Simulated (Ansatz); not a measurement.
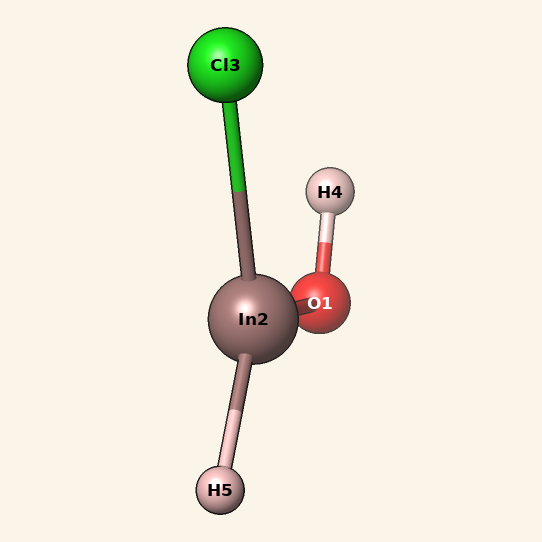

O1 lies behind In2. The molecule seen a little off the In2–O1 bond, In2 in front. Depth is shown by fading: the farther an atom, the more it takes the colour of the background. The geometry was computed by an optimisation with PBE-D4/def2-SVP. No frequency run is at hand to confirm it as a minimum.

> What is the torsion angle Cl3–In2–O1–H4? The sign is positive where the front bond must turn clockwise to cover the back bond.

0°, synperiplanar (eclipsed).
